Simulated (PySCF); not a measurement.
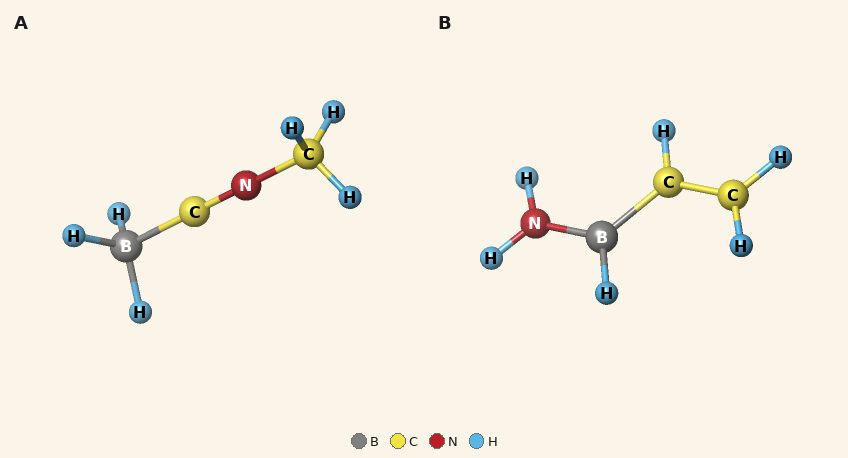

2 stationary structures of one formula. Geometries: PBE0-D3(BJ)/def2-SVP. Electronic energies: PBE0-D3(BJ)/def2-SVP (PySCF 2.14.0), without zero-point energy. No frequency run is at hand to confirm each as a minimum. Each is one conformer, not always the lowest.

How are they related?

Answer. They are constitutional isomers of C2H6BN: A `[BH3-]C#[N+]C`, B `C=CBN`.

Which is lowest in energy, and by how much?

Answer. B is lowest; A lies 1.791 eV above it.
